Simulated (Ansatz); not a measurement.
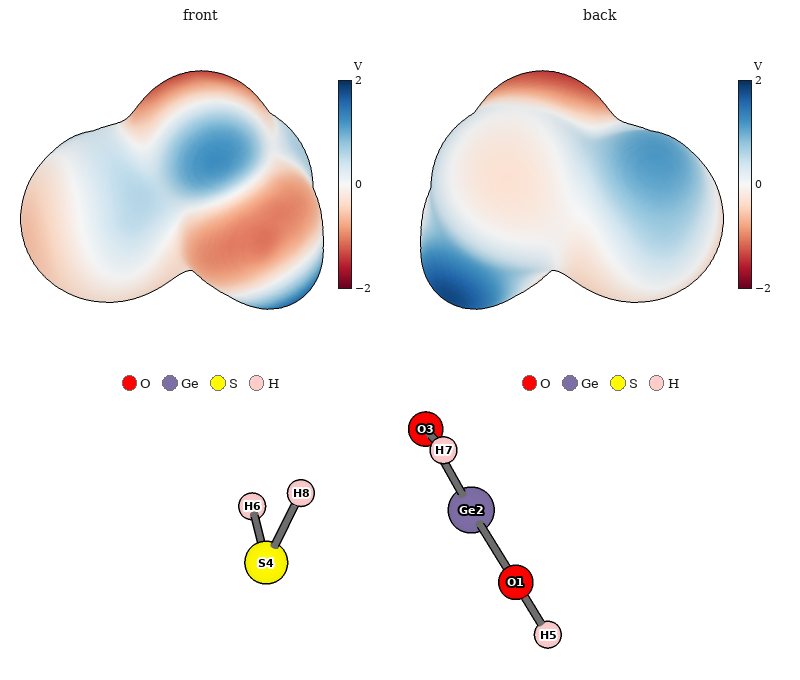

The picture shows: GeH₄O₂S. The electrostatic potential painted on the density surface at 0.001 e/bohr³, seen from the front and from behind; the colour scale runs from red (negative) to blue (positive). The bare structure is drawn below in the same view.

At this geometry the atoms fall into two loosely joined parts.

Theory: RKS PBE-D4/def2-SVP (Ansatz).

The calculation's input:

```
crystal:
  periodic: [false, false, false]
  atoms:
    - { symbol: O, position_ang: [-0.604, 1.1604, -0.9311] }
    - { symbol: Ge, position_ang: [0.1292, 0.3347, 0.4091] }
    - { symbol: O, position_ang: [1.7986, -0.0232, -0.0332] }
    - { symbol: S, position_ang: [-0.8789, -1.5489, 0.7997] }
    - { symbol: H, position_ang: [-1.5716, 1.373, -0.6421] }
    - { symbol: H, position_ang: [-1.27175, -1.4644, 2.1199] }
    - { symbol: H, position_ang: [1.7949, -0.5847, -0.8282] }
    - { symbol: H, position_ang: [-0.6761, -2.0083, -0.5097] }
basis:
  gaussian: { orbitals: def2-SVP }
hamiltonian:
  xc: pbe
  dispersion: d4
relax:
  f_tol: 0.02
  max_steps: 50
output:
  orbitals: {}
```

Launched as:

```sh
ansatz run input.yaml --threads 2 --pin off --max-ram 3072MiB --backend cpu --events-out ev --progress --plain --runs-dir out
```

The fields are those of the relaxed geometry.

**Where is the surface potential most negative and most positive?**

The most negative region (about −1.4 V) lies over O3, the most positive (about +1.7 V) over H5. O3 is the likeliest acceptor of a hydrogen bond.
